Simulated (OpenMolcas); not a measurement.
## A ladder of methods for GeH4O2 (SMILES [OH][GeH2][OH])

GeH4O2: 7 atoms, total charge 0, spin state singlet. SMILES: `[OH][GeH2][OH]`. The coordinates come from a PBE0-D4/def2-TZVP relaxation. This is one conformer, not always the lowest.

```xyz
7

O    -1.4913   -0.4160   -0.1739
Ge    0.0235    0.3770    0.3053
O     1.3474   -0.7989    0.4006
H    -1.6349   -0.4187   -1.1221
H     0.3634    1.4605   -0.7391
H    -0.1725    0.8631    1.7373
H     1.6256   -1.1352   -0.4538
```

Each level gives the HOMO–LUMO gap (eV). The values are calculated.

```json
{"level": "SVWN5/cc-pVDZ", "kind": "LDA", "program": "OpenMolcas", "value (eV)": "6.50", "CPU time": "24 s"}
{"level": "BLYP/cc-pVDZ", "kind": "GGA", "program": "OpenMolcas", "value (eV)": "6.43", "CPU time": "34 s"}
{"level": "PBE/cc-pVDZ", "kind": "GGA", "program": "OpenMolcas", "value (eV)": "6.55", "CPU time": "36 s"}
{"level": "revPBE/cc-pVDZ", "kind": "GGA", "program": "OpenMolcas", "value (eV)": "6.60", "CPU time": "32 s"}
{"level": "M06-L/cc-pVDZ", "kind": "meta-GGA", "program": "OpenMolcas", "value (eV)": "7.57", "CPU time": "39 s"}
{"level": "r2SCAN/cc-pVDZ", "kind": "meta-GGA", "program": "OpenMolcas", "value (eV)": "7.51", "CPU time": "40 s"}
{"level": "BHLYP/cc-pVDZ", "kind": "global hybrid", "program": "OpenMolcas", "value (eV)": "11.71", "CPU time": "33 s"}
{"level": "B2PLYP/cc-pVDZ", "kind": "double hybrid", "program": "OpenMolcas", "value (eV)": "12.01", "CPU time": "22 s"}
```

All-electron rows without a relativistic Hamiltonian named are non-relativistic. The values span 6.43 to 12.01 eV. Orbital gaps aren't excitation energies, and those of double hybrids come from the SCF part alone; they tend to grow with the share of exact exchange. CPU times are rough (shared hosts, several kinds of processor): they show what a rung costs within a factor of a few.

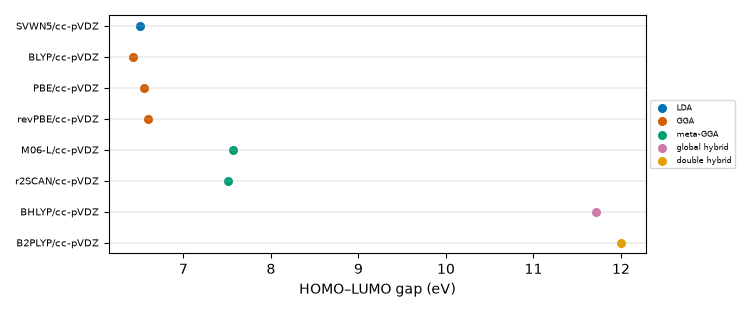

The values of the table, level by level.
